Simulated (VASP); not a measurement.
Band structure of CdSe (zinc blende). Computed with RPBE GGA, VASP's PBE PAW potentials (set 64) (plane waves; VASP 6.6.1).

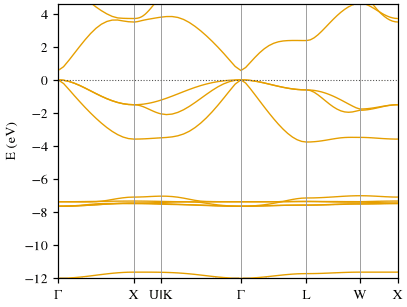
Bands along high-symmetry lines, zero at the valence-band maximum or, without a gap, the Fermi level

Q: Read the plot: is there a gap, and where are the band edges?

A: The gap is direct, 0.57 eV, from the valence maximum at Γ to the conduction minimum at Γ. (Edges off the drawn lines would not show.)

The compound is CdSe in the zinc blende structure, whereas wurtzite is the usual form. It was relaxed first, which changed the volume by +13 %.
